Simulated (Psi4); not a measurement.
# GaSiH4OF (SMILES [F][GaH][O][SiH3]) at r2SCAN/6-31G(d) (spherical functions)

What is the energy change on altering one bond length of GaSiH4OF at r2SCAN/6-31G* (spherical functions)? 

Program for the calculation: Psi4 1.11.

5 further runs of the same task are left out: 4 that didn't finish, 1 set aside as unsound or not needed.

### Step 1. The structure to begin with

The species is GaSiH4OF (8 atoms), meant as a singlet with charge 0. As SMILES, `[F][GaH][O][SiH3]`. The coordinates come from a PBE0-D4/def2-TZVP relaxation. This is one conformer, not always the lowest.

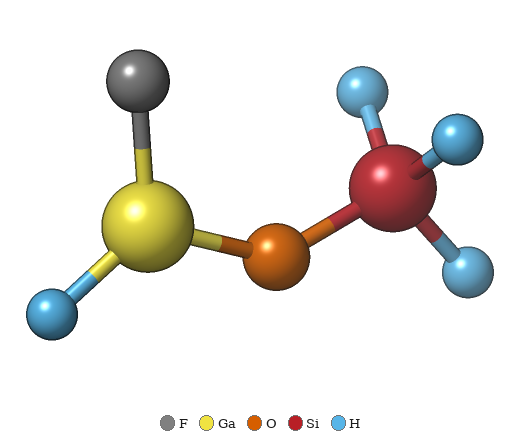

Viewed from a chosen angle; fluorine grey, gallium yellow, oxygen orange, silicon red, hydrogen blue.

### Step 2. A single-point energy at r2SCAN/6-31G(d) (spherical functions)

fgah4osi.xyz

```xyz
8
FGaH4OSi
F      0.857100     1.472000     1.846200
Ga     1.323900     1.220200     0.177500
O      0.322200     0.024800    -0.644000
Si    -0.952800    -0.945800    -0.299100
H      2.493100     1.984200    -0.463100
H     -1.287500    -1.717200    -1.523200
H     -0.618600    -1.894300     0.796900
H     -2.137300    -0.143800     0.108800
```

fgah4osi.py

```python
import psi4

psi4.set_memory('2200 MB')
psi4.set_num_threads(1)
psi4.set_output_file('run.log', False)

with open('fgah4osi.xyz') as f:
    atoms = ''.join(f.readlines()[2:])
m = psi4.geometry('0 1\n' + atoms + 'symmetry c1')

psi4.set_options({
    'basis': '6-31G*',
    'puream': True,
    'e_convergence': 1e-09,
    'd_convergence': 1e-08,
    'scf_type': 'pk',
    'dft_radial_points': 99,
    'dft_spherical_points': 590,
})

e_tot, wfn = psi4.energy("r2scan", return_wfn=True)
print('E =', round(e_tot, 9))
```

On the command line:

```console
$ python fgah4osi.py
```

run.log:

```text
[...]
  Running in c1 symmetry.
[...]
  Nuclear repulsion =  350.543607574192208
[...]
  Multiplicity = 1
[...]
  Nalpha       = 33
  Nbeta        = 33
[...]
    Number of basis functions: 86
[...]
   @RKS iter   1: -2389.52673120099462   -1.59467e+00   3.51389e-02 DIIS/ADIIS
[...]
   @RKS iter  13: -2391.48279210547162   -5.91172e-12   7.22936e-09 DIIS
[...]
    Orbital Energies [Eh]
    ---------------------
    Doubly Occupied:
       1A   -372.022966     2A    -65.838874     3A    -45.801446
       4A    -40.528912     5A    -40.523890     6A    -40.523704
       7A    -24.459148     8A    -18.973767     9A     -5.506261
      10A     -5.217522    11A     -3.776681    12A     -3.766084
      13A     -3.764784    14A     -3.560585    15A     -3.558022
      16A     -3.557978    17A     -1.088368    18A     -0.948141
      19A     -0.798132    20A     -0.796574    21A     -0.795387
      22A     -0.791329    23A     -0.782541    24A     -0.513836
      25A     -0.443959    26A     -0.384156    27A     -0.371587
      28A     -0.356265    29A     -0.338710    30A     -0.337212
      31A     -0.320920    32A     -0.280843    33A     -0.279971
[...]
  @RKS Final Energy: -2391.48279210547162
   => Energetics <=
    Nuclear Repulsion Energy =            350.5436075741922082
    One-Electron Energy =               -4029.0171205004344301
    Two-Electron Energy =                1403.4948919120861319
    DFT Exchange-Correlation Energy =    -116.5041710913154844
    Empirical Dispersion Energy =           0.0000000000000000
    VV10 Nonlocal Energy =                  0.0000000000000000
    Total Energy =                      -2391.4827921054716171
[...]
 Multipole Moments:
 ------------------------------------------------------------------------------------
     Multipole            Electronic (a.u.)      Nuclear  (a.u.)        Total (a.u.)
 ------------------------------------------------------------------------------------
 L = 1.  Multiply by 2.5417464519 to convert [e a0] to [Debye]
 Dipole X            :          9.0445227           -8.6385001            0.4060226
 Dipole Y            :          8.9380172           -8.7550531            0.1829640
 Dipole Z            :          2.7407091           -3.1736654           -0.4329563
 Magnitude           :                                                    0.6211130
[...]
```

Standard output:

```text
E = -2391.482792105
```

It took 45 s on 1 thread of AMD EPYC 7R43 (Zen 3), shared host; peak memory 1.3 GiB.

### Step 3. The distorted shape: energy and gradient at r2SCAN/6-31G(d) (spherical functions)

job.inp

```
memory 2200 mb

molecule system {
  0 1
  F
  Ga 1 R2
  O 2 R3 1 A3
  Si 3 R4 2 A4 1 D4
  H 2 R5 1 A5 3 D5
  H 4 R6 3 A6 2 D6
  H 4 R7 6 A7 3 D7
  H 4 R8 6 A8 7 D8

  R2 = 1.750961
  R3 = 1.762738
  A3 = 112.96489
  R4 = 1.885
  A4 = 138.20539
  D4 = 0.10221
  R5 = 1.536585
  A5 = 121.91538
  D5 = -179.97906
  R6 = 1.485094
  A6 = 108.02616
  D6 = 179.87469
  R7 = 1.487467
  A7 = 109.07157
  D7 = -120.71077
  R8 = 1.48749
  A8 = 109.06368
  D8 = -118.58404
  units angstrom
  symmetry c1
}

set {
  basis                6-31G*
  puream               true
  e_convergence        1e-09
  d_convergence        1e-08
  scf_type             pk
  dft_radial_points    99
  dft_spherical_points 590
}

gradient('r2scan')
```

On the command line:

```console
$ psi4 -n 1 job.inp job.out
```

job.out, cut to the lines that bear on the results:

```text
[...]
  Running in c1 symmetry.
[...]
  Nuclear repulsion =  338.897811889098875
[...]
  Multiplicity = 1
[...]
  Nalpha       = 33
  Nbeta        = 33
[...]
    Number of basis functions: 86
[...]
   @RKS iter   1: -2389.50297686394379   -1.75504e+00   3.51069e-02 ADIIS/DIIS
[...]
   @RKS iter  13: -2391.46268467438722   -1.90994e-11   9.74706e-09 DIIS
[...]
  @RKS Final Energy: -2391.46268467438722
   => Energetics <=
    Nuclear Repulsion Energy =            338.8978118890988753
    One-Electron Energy =               -4006.2640762914479637
    Two-Electron Energy =                1392.3160721583610666
    DFT Exchange-Correlation Energy =    -116.4124924303992543
    Empirical Dispersion Energy =           0.0000000000000000
    VV10 Nonlocal Energy =                  0.0000000000000000
    Total Energy =                      -2391.4626846743872193
[...]
 Multipole Moments:
 ------------------------------------------------------------------------------------
     Multipole            Electronic (a.u.)      Nuclear  (a.u.)        Total (a.u.)
 ------------------------------------------------------------------------------------
 L = 1.  Multiply by 2.5417464519 to convert [e a0] to [Debye]
 Dipole X            :         -0.0088838            0.0097141            0.0008302
 Dipole Y            :         13.2359017          -13.4034626           -0.1675609
 Dipole Z            :         -1.2726851            1.6885002            0.4158152
 Magnitude           :                                                    0.4483075
[...]
  -Total Gradient:
     Atom            X                  Y                   Z
    ------   -----------------  -----------------  -----------------
       1       -0.000005678314    -0.001205895369     0.002823595322
       2        0.000006524994     0.004549002965     0.004373582150
       3       -0.000087276019     0.072785756669     0.013620054257
       4        0.000067010260    -0.067053413272    -0.016397547425
       5       -0.000001807216    -0.001451168786    -0.001259651213
       6        0.000009399546    -0.003458529835    -0.001397969762
       7        0.000240052047    -0.002244858782    -0.000947258153
       8       -0.000227668854    -0.002245100769    -0.000945684610
[...]
```

It took 93 s on 1 thread of AMD EPYC 7R43 (Zen 3), shared host; peak memory 1.3 GiB.

### Step 4. Results

At r2SCAN/6-31G* (spherical functions):

```
                                                          quantity           value
                                         first shape: total energy  -2391.48279 Eh
                                        first shape: dipole moment          1.58 D
                                          first shape: HOMO energy        -7.62 eV
                                          first shape: LUMO energy        -1.57 eV
                                        first shape: HOMO–LUMO gap         6.05 eV
                                     distorted shape: total energy  -2391.46268 Eh
                                    distorted shape: dipole moment          1.14 D
                                      distorted shape: HOMO energy        -7.39 eV
                                      distorted shape: LUMO energy        -1.31 eV
                                    distorted shape: HOMO–LUMO gap         6.08 eV
                         distorted shape: largest force on an atom      3.808 eV/Å
energy change with the O3–Si4 bond stretched from 1.639 to 1.885 Å        0.547 eV
```

What this shows: With the O3–Si4 bond stretched from 1.639 to 1.885 Å the energy rises by 0.55 eV (52.8 kJ/mol). The first shape isn't relaxed at this level, so the change isn't measured from a minimum.
